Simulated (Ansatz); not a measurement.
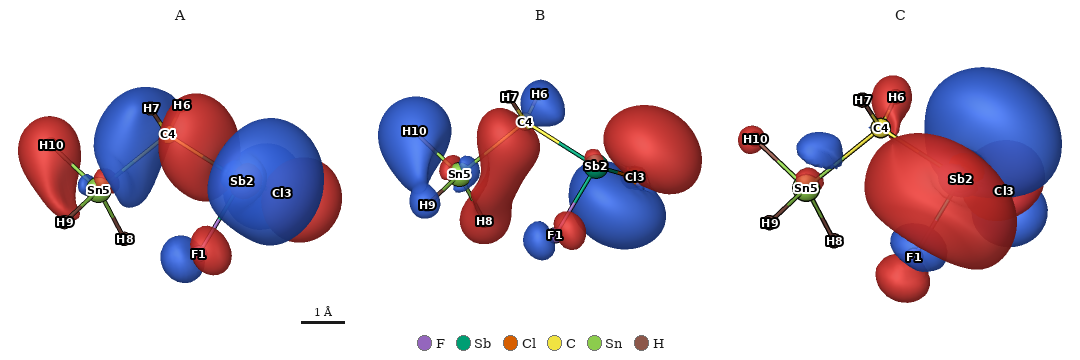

The picture shows: CH₅ClFSbSn (SMILES [F][Sb]([Cl])[CH2][SnH3]). Three frontier orbitals at ±0.08 Å⁻³ᐟ² (red and blue are the two phases), in no order.

Core potentials replace the inner electrons of Sb and Sn.

All numbers below come from RKS B3LYP/def2-SVP in Ansatz.

Input

```
crystal:
  periodic: [false, false, false]
  atoms:
    - { symbol: F, position_ang: [-2.0056, 0.6951, 1.414] }
    - { symbol: Sb, position_ang: [-0.2402, 1.5579, 1.298] }
    - { symbol: Cl, position_ang: [0.2817, 0.8196, 3.5036] }
    - { symbol: C, position_ang: [0.6664, -0.225, 0.4215] }
    - { symbol: Sn, position_ang: [-0.0266, -0.3871, -1.6382] }
    - { symbol: H, position_ang: [0.2307, -1.1079, 0.9819] }
    - { symbol: H, position_ang: [1.7266, -0.1914, 0.4772] }
    - { symbol: H, position_ang: [-1.7385, -0.4171, -1.6935] }
    - { symbol: H, position_ang: [0.55, 1.039, -2.4552] }
    - { symbol: H, position_ang: [0.6387, -1.8342, -2.3064] }
basis:
  gaussian: { orbitals: def2-SVP }
hamiltonian:
  xc: b3lyp
relax:
  f_tol: 0.015
  max_steps: 40
output:
  orbitals: {}
```

Command:

```sh
ansatz run input.yaml --threads 2 --pin off --max-ram 3072MiB --backend cpu --events-out ev --progress --plain --runs-dir out
```

The fields are those of the run's last geometry, not of the input's.

Order the three orbitals by energy and name them.

B is the HOMO−1 (−8.44 eV). It lies mainly on Cl3 (about 65 %), Sn5 (about 10 %) and H10 (about 5 %). A is the HOMO (−7.33 eV). Its weight (Hirshfeld) is mainly on Sb2 (about 35 %), C4 (about 20 %), Cl3 (about 20 %) and Sn5 (about 10 %). C is the LUMO (−1.71 eV). Its weight (Hirshfeld) is mainly on Sb2 (about 70 %), Cl3 (about 10 %) and F1 (about 10 %).

What is the HOMO–LUMO gap?

5.62 eV between the orbital energies.
